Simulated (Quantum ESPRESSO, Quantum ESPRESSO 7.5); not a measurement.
# Rh(100), 5 layers: k-mesh convergence

Aim: how far one choice must go before the vacuum level and the energy of Rh(100), 5 layers stand still, and what it costs.

Program: Quantum ESPRESSO 7.5. Level of theory: plane-wave DFT, PBE, SSSP efficiency pseudopotentials. Results are calculated unless marked as measured.

### 1. Set-up

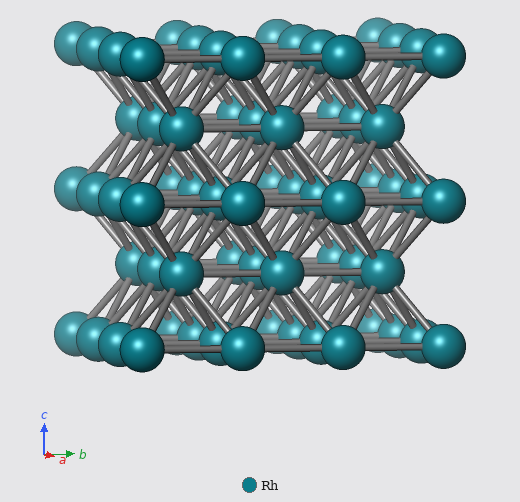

The cell as given, from the side, with the c axis up (rhodium blue). 3×3×1 cells are drawn. Some periodic images of atoms are drawn too.

The cell holds 5 atoms: 5 Rh. Cell: a = 2.687 Å, b = 2.687 Å, c = 23.600 Å, α = 90.0°, β = 90.0°, γ = 90.0°. It derives from Rh. Vacuum lies along c.

### 2. Ground state: 24×24×1 points

The first run is the reference of the series.

c0.in reads:

```
&control
  prefix = 'c0'
  outdir = './out'
  pseudo_dir = './pseudo'
  calculation = 'scf'
  tprnfor = .true.
/
&system
  ibrav = 0
  nat = 5
  ntyp = 1
  ecutwfc = 45
  ecutrho = 360
  occupations = 'smearing'
  smearing = 'mv'
  degauss = 0.02
  assume_isolated = 'esm'
  esm_bc = 'bc1'
/
&electrons
  conv_thr = 1e-07
  mixing_beta = 0.4
  electron_maxstep = 120
  mixing_mode = 'local-TF'
/
ATOMIC_SPECIES
  Rh  102.9055  Rh_ONCV_PBE-1.0.oncvpsp.upf
CELL_PARAMETERS angstrom
  2.68700576850888 0.00000000000000 0.00000000000000
  0.00000000000000 2.68700576850888 0.00000000000000
  0.00000000000000 0.00000000000000 23.60000000000000
ATOMIC_POSITIONS crystal
  Rh  0.000000000000 0.000000000000 -0.161016949153
  Rh  0.500000000000 0.500000000000 -0.080508474576
  Rh  0.000000000000 0.000000000000 0.000000000000
  Rh  0.500000000000 0.500000000000 0.080508474576
  Rh  0.000000000000 0.000000000000 0.161016949153
K_POINTS automatic
  24 24 1 0 0 0
```

On the command line:

```
> OMP_NUM_THREADS=1 mpirun -n 4 pw.x -nk 4 -in c0.in > c0.out
```

What it wrote:

```text
Program PWSCF v.7.5 starts
[citation notice left out]

     Parallel version (MPI & OpenMP), running on       4 processor cores
     Number of MPI processes:                 4
     Threads/MPI process:                     1

     MPI processes distributed on     1 nodes
[...]
Current dimensions of program PWSCF are:
     Max number of different atomic species (ntypx) = 10
     Max number of k-points (npk) =  40000
     Max angular momentum in pseudopotentials (lmaxx) =  4
     Message from routine setup:
     no reason to have ecutrho>4*ecutwfc
     Message from routine setup:
     using ibrav=0 with symmetry is DISCOURAGED, use correct ibrav instead

     K-points division:     npool     =       4
     Subspace diagonalization in iterative solution of the eigenvalue problem:
     a serial algorithm will be used

     G-vector sticks info
     --------------------
     sticks:   dense  smooth     PW     G-vecs:    dense   smooth      PW
     Sum         749     373    121               132865    46883    8459

     Using Slab Decomposition

     bravais-lattice index     =            0
     lattice parameter (alat)  =       5.0777  a.u.
     unit-cell volume          =    1149.8622 (a.u.)^3
     number of atoms/cell      =            5
     number of atomic types    =            1
     number of electrons       =        85.00
     number of Kohn-Sham states=           52
     kinetic-energy cutoff     =      45.0000  Ry
     charge density cutoff     =     360.0000  Ry
     scf convergence threshold =      1.0E-07
     mixing beta               =       0.4000
     number of iterations used =            8  local-TF  mixing
     Exchange-correlation= PBE
                           (   1   4   3   4   0   0   0)

     Effective Screening Medium Method
     =================================
     Boundary Conditions: Vacuum-Slab-Vacuum
     total charge in unit cell        =   0.0000
     grid points for fit at edges     =        4

     celldm(1)=   5.077705  celldm(2)=   0.000000  celldm(3)=   0.000000
     celldm(4)=   0.000000  celldm(5)=   0.000000  celldm(6)=   0.000000

     crystal axes: (cart. coord. in units of alat)
               a(1) = (   1.000000   0.000000   0.000000 )
               a(2) = (   0.000000   1.000000   0.000000 )
               a(3) = (   0.000000   0.000000   8.783011 )

     reciprocal axes: (cart. coord. in units 2 pi/alat)
               b(1) = (  1.000000  0.000000  0.000000 )
               b(2) = (  0.000000  1.000000  0.000000 )
               b(3) = (  0.000000  0.000000  0.113856 )

     PseudoPot. # 1 for Rh read from file:
     ./pseudo/Rh_ONCV_PBE-1.0.oncvpsp.upf
     Pseudo is Norm-conserving, Zval = 17.0
     Generated using ONCVPSP code by D. R. Hamann
     Using radial grid of 1442 points,  6 beta functions with:
                l(1) =   0
                l(2) =   0
                l(3) =   1
                l(4) =   1
                l(5) =   2
                l(6) =   2

     atomic species   valence    mass     pseudopotential
     Rh               17.00   102.90550     Rh( 1.00)

     16 Sym. Ops., with inversion, found

   Cartesian axes

     site n.     atom                  positions (alat units)
         1        Rh     tau(   1) = (   0.0000000   0.0000000  -1.4142136  )
         2        Rh     tau(   2) = (   0.5000000   0.5000000  -0.7071068  )
         3        Rh     tau(   3) = (   0.0000000   0.0000000   0.0000000  )
         4        Rh     tau(   4) = (   0.5000000   0.5000000   0.7071068  )
         5        Rh     tau(   5) = (   0.0000000   0.0000000   1.4142136  )

     number of k points=    91  Marzari-Vanderbilt smearing, width (Ry)=  0.0200
                       cart. coord. in units 2pi/alat
        k(    1) = (   0.0000000   0.0000000   0.0000000), wk =   0.0034722
        k(    2) = (   0.0000000   0.0416667   0.0000000), wk =   0.0138889
        k(    3) = (   0.0000000   0.0833333   0.0000000), wk =   0.0138889
        k(    4) = (   0.0000000   0.1250000   0.0000000), wk =   0.0138889
        k(    5) = (   0.0000000   0.1666667   0.0000000), wk =   0.0138889
        k(    6) = (   0.0000000   0.2083333   0.0000000), wk =   0.0138889
        k(    7) = (   0.0000000   0.2500000   0.0000000), wk =   0.0138889
        k(    8) = (   0.0000000   0.2916667   0.0000000), wk =   0.0138889
        k(    9) = (   0.0000000   0.3333333   0.0000000), wk =   0.0138889
        k(   10) = (   0.0000000   0.3750000   0.0000000), wk =   0.0138889
[...]
k(   91) = (  -0.5000000  -0.5000000   0.0000000), wk =   0.0034722

     Dense  grid:   132865 G-vectors     FFT dimensions: (  32,  32, 270)

     Smooth grid:    46883 G-vectors     FFT dimensions: (  24,  24, 192)

     Estimated max dynamical RAM per process >     250.36 MB

     Estimated total dynamical RAM >     904.12 MB

     Initial potential from superposition of free atoms

     starting charge      84.9978, renormalised to      85.0000

     negative rho (up, down):  8.628E-07 0.000E+00
     Starting wfcs are   50 randomized atomic wfcs +    2 random wfcs

     total cpu time spent up to now is        3.0 secs

     per-process dynamical memory:   182.2 Mb

     Self-consistent Calculation

     iteration #  1     ecut=    45.00 Ry     beta= 0.40
     Davidson diagonalization with overlap
     ethr =  1.00E-02,  avg # of iterations =  9.6

     total cpu time spent up to now is       14.7 secs

     total energy              =   -1084.40293555 Ry
     estimated scf accuracy    <       0.94515220 Ry

     iteration #  2     ecut=    45.00 Ry     beta= 0.40
[...]
total energy              =   -1084.41154271 Ry
     estimated scf accuracy    <       0.28853473 Ry

     iteration #  3     ecut=    45.00 Ry     beta= 0.40
[...]
c_bands:  1 eigenvalues not converged
     c_bands:  1 eigenvalues not converged
     c_bands:  1 eigenvalues not converged
     c_bands:  1 eigenvalues not converged
     c_bands:  1 eigenvalues not converged
     c_bands:  1 eigenvalues not converged
[...]
total energy              =   -1084.44953388 Ry
     estimated scf accuracy    <       0.36687998 Ry

     iteration #  4     ecut=    45.00 Ry     beta= 0.40
[...]
c_bands:  1 eigenvalues not converged
[...]
total energy              =   -1084.45266408 Ry
     estimated scf accuracy    <       0.09048579 Ry

[...]
total energy              =   -1084.47165048 Ry
     estimated scf accuracy    <       0.00475140 Ry

     iteration # 12     ecut=    45.00 Ry     beta= 0.40
[...]
c_bands:  1 eigenvalues not converged
     c_bands:  1 eigenvalues not converged
     c_bands:  2 eigenvalues not converged
     c_bands:  1 eigenvalues not converged
     c_bands:  1 eigenvalues not converged
     c_bands:  1 eigenvalues not converged
     c_bands:  1 eigenvalues not converged
[...]
negative rho (up, down):  2.671E-03 0.000E+00

[...]
total energy              =   -1084.47112949 Ry
     estimated scf accuracy    <       0.00258244 Ry

     iteration # 13     ecut=    45.00 Ry     beta= 0.40
[...]
c_bands:  1 eigenvalues not converged
     c_bands:  1 eigenvalues not converged
[...]
negative rho (up, down):  1.655E-03 0.000E+00

[...]
total energy              =   -1084.46948537 Ry
     estimated scf accuracy    <       0.00035541 Ry

     iteration # 14     ecut=    45.00 Ry     beta= 0.40
[...]
negative rho (up, down):  1.212E-03 0.000E+00

[...]
total energy              =   -1084.46942368 Ry
     estimated scf accuracy    <       0.00003615 Ry

     iteration # 15     ecut=    45.00 Ry     beta= 0.40
[...]
c_bands:  1 eigenvalues not converged
[...]
negative rho (up, down):  9.667E-05 0.000E+00

[...]
total energy              =   -1084.46872576 Ry
     estimated scf accuracy    <       0.00000859 Ry

     iteration # 16     ecut=    45.00 Ry     beta= 0.40
[...]
c_bands:  1 eigenvalues not converged
     c_bands:  1 eigenvalues not converged
     c_bands:  2 eigenvalues not converged
     c_bands:  1 eigenvalues not converged
     c_bands:  1 eigenvalues not converged
     c_bands:  1 eigenvalues not converged
     c_bands:  1 eigenvalues not converged
     c_bands:  1 eigenvalues not converged
[...]
negative rho (up, down):  3.459E-05 0.000E+00

[...]
total energy              =   -1084.46854086 Ry
     estimated scf accuracy    <       0.00001107 Ry

     iteration # 17     ecut=    45.00 Ry     beta= 0.40
[...]
c_bands:  1 eigenvalues not converged
     c_bands:  1 eigenvalues not converged
     c_bands:  1 eigenvalues not converged
     c_bands:  1 eigenvalues not converged
[...]
negative rho (up, down):  2.943E-05 0.000E+00

[...]
total energy              =   -1084.46851115 Ry
     estimated scf accuracy    <       0.00000084 Ry

     iteration # 18     ecut=    45.00 Ry     beta= 0.40
[...]
negative rho (up, down):  8.461E-06 0.000E+00

[...]
total energy              =   -1084.46850750 Ry
     estimated scf accuracy    <       0.00000083 Ry

     iteration # 19     ecut=    45.00 Ry     beta= 0.40
[...]
End of self-consistent calculation

          k = 0.0000 0.0000 0.0000 (  5911 PWs)   bands (ev):

   -84.0212 -83.9576 -83.9131 -83.3411 -83.3411 -52.1130 -51.8743 -51.7191
   -51.7191 -51.6385 -51.6203 -51.6203 -51.5290 -51.5290 -51.0648 -51.0599
   -51.0345 -51.0345 -51.0343 -51.0343 -12.5356 -11.3399 -11.1373 -10.8194
   -10.2879 -10.1849 -10.1116  -9.3823  -8.6330  -8.2486  -7.9034  -7.9034
    -7.1012  -7.1012  -6.8124  -6.6344  -6.2176  -6.0291  -6.0291  -5.9356
    -5.5422  -5.5319  -5.0285  -4.9510  -4.9510  -4.5751  -4.4677  -4.2931
    -4.2931  -3.7481  -2.4425  -0.1933

          k = 0.0000 0.0417 0.0000 (  5907 PWs)   bands (ev):

   -84.0201 -83.9569 -83.9129 -83.3405 -83.3405 -52.1109 -51.8773 -51.7222
   -51.7176 -51.6564 -51.6196 -51.6101 -51.5364 -51.5292 -51.0640 -51.0598
   -51.0407 -51.0405 -51.0341 -51.0338 -12.4909 -11.3013 -11.1037 -10.7895
   -10.2543 -10.1573 -10.0755  -9.3632  -8.6223  -8.2259  -7.9142  -7.8929
    -7.2441  -7.1111  -6.6713  -6.6439  -6.2194  -6.2149  -6.0907  -5.9471
    -5.4963  -5.3329  -5.1840  -5.1159  -4.8248  -4.6244  -4.4973  -4.4805
    -4.2751  -3.5497  -2.2129  -0.1524

          k = 0.0000 0.0833 0.0000 (  5911 PWs)   bands (ev):

   -84.0168 -83.9549 -83.9122 -83.3387 -83.3387 -52.1050 -51.8868 -51.7309
   -51.7134 -51.6882 -51.6175 -51.6008 -51.5574 -51.5297 -51.0636 -51.0633
   -51.0575 -51.0543 -51.0328 -51.0326 -12.3596 -11.1929 -11.0129 -10.6930
   -10.1860 -10.0449  -9.9854  -9.2908  -8.5891  -8.1597  -7.9401  -7.8625
    -7.4598  -7.1421  -6.7573  -6.4766  -6.4089  -6.2362  -6.2047  -5.9828
    -5.4323  -5.4185  -5.3873  -5.1542  -4.7316  -4.7254  -4.7138  -4.5591
    -4.2522  -3.1268  -1.7022  -0.0396

          k = 0.0000 0.1250 0.0000 (  5901 PWs)   bands (ev):

   -84.0116 -83.9517 -83.9113 -83.3359 -83.3359 -52.0960 -51.9040 -51.7441
   -51.7267 -51.7066 -51.6142 -51.5976 -51.5888 -51.5306 -51.0900 -51.0896
   -51.0574 -51.0554 -51.0308 -51.0306 -12.1502 -11.0380 -10.8901 -10.5161
   -10.1090  -9.8949  -9.8308  -9.1202  -8.5310  -8.0562  -7.9636  -7.8155
    -7.6574  -7.1968  -7.0289  -6.4181  -6.4172  -6.4132  -6.1661  -6.0503
    -5.6126  -5.5857  -5.5063  -5.4037  -4.8339  -4.7908  -4.5336  -4.4279
    -4.2547  -2.6338  -1.1047   0.1506

          k = 0.0000 0.1667 0.0000 (  5895 PWs)   bands (ev):

   -84.0046 -83.9475 -83.9102 -83.3322 -83.3322 -52.0854 -51.9299 -51.7692
   -51.7621 -51.6974 -51.6250 -51.6099 -51.6002 -51.5321 -51.1281 -51.1266
   -51.0539 -51.0535 -51.0282 -51.0281 -11.8780 -10.8772 -10.7551 -10.2599
   -10.0128  -9.8514  -9.5417  -8.8159  -8.4519  -7.9541  -7.9271  -7.8139
    -7.7587  -7.3004  -7.2762  -6.6099  -6.5857  -6.4190  -6.1714  -6.0831
    -5.8807  -5.7452  -5.5519  -5.4581  -4.9458  -4.8761  -4.4725  -4.2906
    -4.0261  -2.1197  -0.5033   0.4126

          k = 0.0000 0.2083 0.0000 (  5909 PWs)   bands (ev):

   -83.9961 -83.9427 -83.9092 -83.3279 -83.3279 -52.0758 -51.9632 -51.8113
   -51.7886 -51.6861 -51.6579 -51.6080 -51.6049 -51.5344 -51.1715 -51.1692
   -51.0513 -51.0504 -51.0252 -51.0251 -11.5667 -10.7562 -10.6160  -9.9701
    -9.9034  -9.8250  -9.2047  -8.4085  -8.3833  -7.9180  -7.8724  -7.7768
    -7.7044  -7.4856  -7.3778  -6.8407  -6.7905  -6.6132  -6.3532  -5.9824
    -5.9507  -5.8563  -5.5850  -5.3459  -5.0994  -4.8548  -4.4327  -4.3597
    -3.6108  -1.6039   0.0660   0.7494

[...]
the Fermi energy is    -5.0880 ev

!    total energy              =   -1084.46849593 Ry
     estimated scf accuracy    <       0.00000008 Ry
     smearing contrib. (-TS)   =       0.00081411 Ry
     internal energy E=F+TS    =   -1084.46931005 Ry

     The total energy is F=E-TS. E is the sum of the following terms:
     one-electron contribution =   20595.38884397 Ry
     hartree contribution      =  -10326.75575558 Ry
     xc contribution           =    -109.64614185 Ry
     ewald contribution        =  -11243.45625659 Ry

     convergence has been achieved in  19 iterations

     Forces acting on atoms (cartesian axes, Ry/au):

     atom    1 type  1   force =     0.00000000    0.00000000    0.01350227
     atom    2 type  1   force =     0.00000000    0.00000000   -0.02611216
     atom    3 type  1   force =     0.00000000    0.00000000    0.00000000
     atom    4 type  1   force =     0.00000000    0.00000000    0.02611216
     atom    5 type  1   force =     0.00000000    0.00000000   -0.01350227

     Total force =     0.041573     Total SCF correction =     0.002727

[...]
=------------------------------------------------------------------------------=
   JOB DONE.
=------------------------------------------------------------------------------=
[...]
```

Run time: 4 min. Hardware: 4 MPI ranks of Arm Neoverse V2, shared host; peak memory 0.94 GiB; 16 min of CPU time.

Read from the output:

| Quantity | Value |
| --- | --- |
| free energy | -14754.9456 eV |
| Fermi energy | -5.088 eV |
| vacuum line at the lower end of the cell, over the Fermi level | 5.088 eV |
| vacuum line at the upper end of the cell, over the Fermi level | 5.088 eV |

The potential energy, planar mean oscillates, so the rows of the table below give means over windows of 1.92 Å about each position, cut where the curve ends. Its maxima inside the range that stand out by 2 % of the span (Å: eV): -2.9: -2.84, -1.0: -3.17, 1.0: -3.17, 2.9: -2.84. Its minima: -3.8: -28.0, -1.9: -28.5, 0.0: -28.6, 1.9: -28.5, 3.8: -28.0.

Electrostatic potential energy of an electron; zero at the Fermi level. The potential energy, planar mean by z; means over each step:

| z (Å) | potential energy, planar mean (eV) |
| --- | --- |
| -10.84 | 5.09 |
| -8.92 | 5.09 |
| -7.00 | 5.06 |
| -5.08 | 0.204 |
| -3.16 | -14.1 |
| -1.24 | -14.5 |
| 0.68 | -14.4 |
| 2.60 | -14.2 |
| 4.52 | -8.61 |
| 6.44 | 4.96 |
| 8.36 | 5.09 |
| 10.28 | 5.09 |

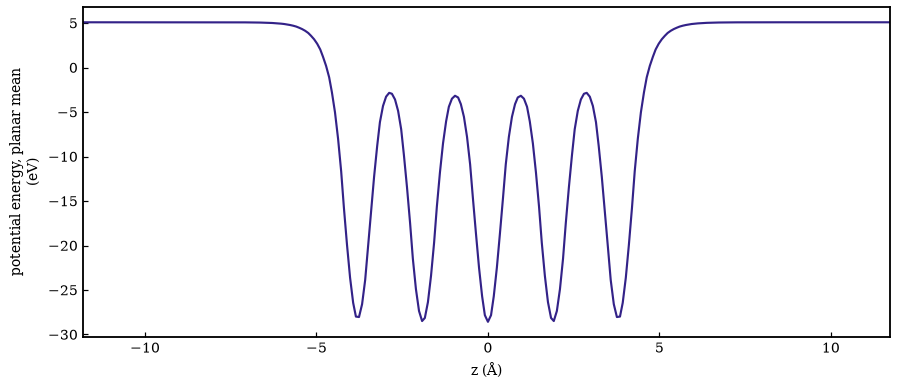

Potential energy, planar mean, plotted against z.

The program's own clock; routines nest. Time by routine:

| routine | wall time (s) | calls |
| --- | --- | --- |
| PWSCF | 241.1 | 1 |
| electrons | 237 | 1 |
| c_bands | 214.3 | 19 |
| cegterg | 186.4 | 437 |
| h_psi | 121.4 | 4919 |
| fftw | 100.5 | 157110 |
| vloc_psi | 94.93 | 4919 |
| sum_band | 16.94 | 19 |
| calbec | 13.66 | 5011 |
| add_vuspsi | 13.07 | 4919 |
| h_psi:calbec | 12.86 | 4919 |
| cdiaghg | 11.72 | 4896 |
| mix_rho | 3.71 | 19 |
| init_run | 2.95 | 1 |

The vacuum levels are read from the outermost 0.7 Å of the cell on either side.

The run needed 19 iterations to bring the estimated error under 1e-07 Ry; the largest force on any atom, held or free, is 0.67 eV/Å.

Inside the slab this potential holds the local part of the pseudopotentials, which can be repulsive at the nuclei; only its value in the vacuum has a meaning of its own.

### 3. SCF with pw.x: 17×17×1 points

c1.in, as its differences from the input of step 2:

```diff
@@ -1,3 +1,3 @@
 &control
-  prefix = 'c0'
+  prefix = 'c1'
   outdir = './out'
@@ -38,2 +38,2 @@
 K_POINTS automatic
-  24 24 1 0 0 0
+  17 17 1 0 0 0
```

On the command line:

```
> OMP_NUM_THREADS=1 mpirun -n 4 pw.x -nk 4 -in c1.in > c1.out
```

What it wrote:

```text
[banner, memory and clock lines left out]
Program PWSCF v.7.5 starts
[...]
Message from routine setup:
[...]
Message from routine setup:
[...]
number of electrons       =        85.00
     number of Kohn-Sham states=           52
     kinetic-energy cutoff     =      45.0000  Ry
     charge density cutoff     =     360.0000  Ry
[...]
number of k points=    45  Marzari-Vanderbilt smearing, width (Ry)=  0.0200
[...]
Dense  grid:   132865 G-vectors     FFT dimensions: (  32,  32, 270)
[...]
negative rho (up, down):  8.628E-07 0.000E+00
     Starting wfcs are   50 randomized atomic wfcs +    2 random wfcs
[...]
estimated scf accuracy    <       0.94122830 Ry
[...]
estimated scf accuracy    <       0.29066781 Ry
[...]
estimated scf accuracy    <       0.36924884 Ry
[...]
estimated scf accuracy    <       0.08657362 Ry
[...]
estimated scf accuracy    <       0.02321882 Ry
[...]
estimated scf accuracy    <       0.01501770 Ry
[...]
estimated scf accuracy    <       0.00838621 Ry
[...]
estimated scf accuracy    <       0.00727693 Ry
[...]
negative rho (up, down):  2.651E-03 0.000E+00
[...]
estimated scf accuracy    <       0.00527653 Ry
[...]
negative rho (up, down):  1.463E-03 0.000E+00
[...]
estimated scf accuracy    <       0.00528465 Ry
[...]
negative rho (up, down):  5.295E-03 0.000E+00
[...]
estimated scf accuracy    <       0.00373132 Ry
[...]
negative rho (up, down):  1.823E-03 0.000E+00
[...]
estimated scf accuracy    <       0.00346164 Ry
[...]
negative rho (up, down):  1.907E-03 0.000E+00
[...]
estimated scf accuracy    <       0.00030071 Ry
[...]
negative rho (up, down):  1.746E-03 0.000E+00
[...]
estimated scf accuracy    <       0.00014590 Ry
[...]
negative rho (up, down):  1.675E-04 0.000E+00
[...]
estimated scf accuracy    <       0.00005079 Ry
[...]
negative rho (up, down):  2.113E-04 0.000E+00
[...]
estimated scf accuracy    <       0.00005239 Ry
[...]
negative rho (up, down):  6.940E-05 0.000E+00
[...]
estimated scf accuracy    <       0.00000240 Ry
[...]
negative rho (up, down):  3.170E-05 0.000E+00
[...]
estimated scf accuracy    <       0.00000081 Ry
[...]
negative rho (up, down):  1.666E-05 0.000E+00
[...]
estimated scf accuracy    <       0.00000028 Ry
[...]
negative rho (up, down):  5.695E-06 0.000E+00
[...]
estimated scf accuracy    <       0.00000032 Ry
[...]
the Fermi energy is    -5.0855 ev
!    total energy              =   -1084.46844743 Ry
     estimated scf accuracy    <       0.00000003 Ry
     smearing contrib. (-TS)   =       0.00052281 Ry
     internal energy E=F+TS    =   -1084.46897024 Ry
[...]
one-electron contribution =   20595.41079705 Ry
     hartree contribution      =  -10326.77716951 Ry
     xc contribution           =    -109.64634120 Ry
     ewald contribution        =  -11243.45625659 Ry
     convergence has been achieved in  21 iterations
[...]
Total force =     0.041210     Total SCF correction =     0.000373
[...]
```

It took 2.3 min on 4 MPI ranks; peak memory 0.71 GiB.

Numbers from this step:

- free energy: -14754.9449 eV
- Fermi energy: -5.085 eV
- vacuum line at the lower end of the cell, over the Fermi level: 5.085 eV
- vacuum line at the upper end of the cell, over the Fermi level: 5.086 eV

The program's own clock; routines nest. Time by routine:

| routine | wall time (s) | calls |
| --- | --- | --- |
| PWSCF | 139.5 | 1 |
| electrons | 137.1 | 1 |
| c_bands | 120.8 | 21 |
| cegterg | 105.3 | 252 |
| h_psi | 68.41 | 2877 |
| fftw | 56.72 | 88832 |
| vloc_psi | 53.47 | 2877 |
| sum_band | 9.82 | 21 |
| calbec | 7.66 | 2925 |
| add_vuspsi | 7.4 | 2877 |
| h_psi:calbec | 7.25 | 2877 |
| cdiaghg | 6.84 | 2865 |
| mix_rho | 4.28 | 21 |
| ffts | 2.48 | 2075 |

Counted from each run's own zero (the Fermi level), the vacuum level differs from the first run's by -2 meV.

(Part 1 of 2 ends here.)

[Logs are printed without paths, hosts, clocks, repeated set-up lines and the standing remarks that a program may print on its own settings, such as how far it seeks lower states.]

[Hosts, paths, dates, database ids (printed as entryN), source tags and the programs' standing remarks are cut or masked in the printed files.]

[Maps of the electrostatic potential energy from Ansatz leave out the sawtooth potential of an applied field or a dipole correction, so their vacuum need not be flat; planar profiles and work functions include it.]
